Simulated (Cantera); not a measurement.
Feed: 1 mol Na₂CO₃, 0.13 mol O₂, 0.042 mol CO₂, at 11.0 mbar.

Cantera equilibrium calculation (NASA polynomials, part measured and part estimated; ideal gas, pure solids and liquids). Candidate condensed phases: C, Na, NaO₂, Na₂CO₃, Na₂O, Na₂O₂; 16 gas species. Kinetics and transport are ignored.

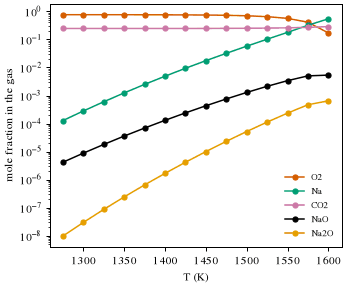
Figure. Equilibrium gas composition (values under 1e-9 drawn at 1e-9)

Read off the mole fractions at 1400 K.

O₂ about 0.75, CO₂ about 0.24, Na about 0.0049, NaO about 0.00013, Na₂O about 1.7e-6.
